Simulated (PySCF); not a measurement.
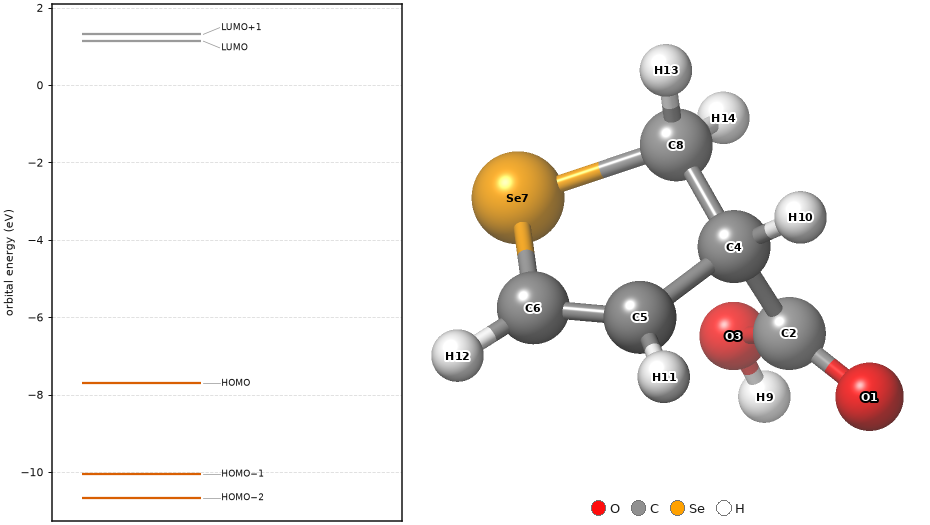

C₅H₆O₂Se, SMILES O=C(O)[C@@H]1C=C[Se]C1. Kohn-Sham orbital energies near the frontier, ωB97X-D/def2-SVPD with PySCF 2.14.0, at a GFN2-xTB geometry (no frequency check), isolated molecule; empty levels in grey, levels within 0.03 eV side by side.

Question: Where do the frontier orbitals lie?

Answer: HOMO at −7.71 eV, LUMO at 1.13 eV, 8.84 eV apart.

Question: List the levels with the atoms that carry most of them (a dash for levels above zero or within 0.03 eV of another, where shares mean little).

Answer:
```csv
orbital,energy (eV),Löwdin shares
LUMO+1,1.31,–
LUMO,1.13,–
HOMO,−7.71,"Se7 56 %, C5 14 %, C6 13 %"
HOMO−1,−10.06,"O1 54 %, O3 10 %, C2 8 %"
HOMO−2,−10.67,"Se7 34 %, C6 18 %, C5 15 %"
```

Known limits of this run: the tight-binding geometry is rougher than a DFT one and adds to the error; spin-orbit coupling is left out, and with Se it can shift these levels and split any degenerate set; one conformer of a flexible molecule; empty levels above zero depend strongly on the basis.
